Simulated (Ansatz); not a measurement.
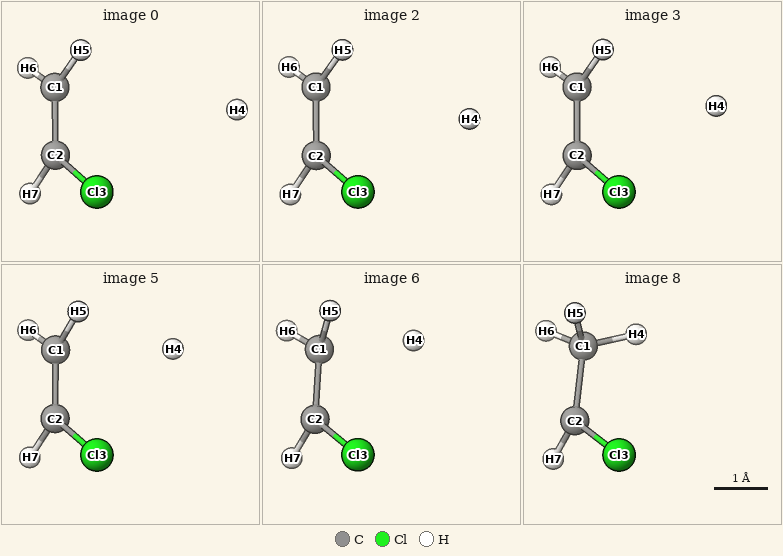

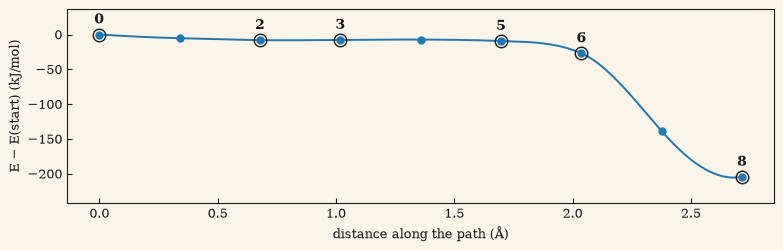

NEB run on C$_{2}$H$_{4}$Cl (multiplicity 2), made up of C₂H₃Cl and H. Images are numbered from 0 (start) to 8 (end). Style: ball-and-stick. Shown from a free direction.

Level of theory: Ansatz, UKS SPW92 (LDA)/def2-SVP. Run with 7 movable images; climbing image.

Read off the barrier and say what moves.

Answer. No barrier shows: the energy is highest at the start, and the end lies 204.4 kJ/mol below the start. Forming: C1–H4 (3.51 → 1.10 Å). The band converged in 10 iterations. The largest component of the band force went from 2.5 to 0.049 eV/Å. The largest force component is 0.74 eV/Å at the start and 0.91 eV/Å at the end; an end with forces this large is no minimum, and the barrier measured from it can be far off.

Limits of the set-up: the start holds two separate molecules, 3.3 Å apart at their closest, whose relative position is a soft coordinate and is computed without a dispersion correction.

Cost: 56 s on 2 threads of Arm Neoverse V1, on a shared host.
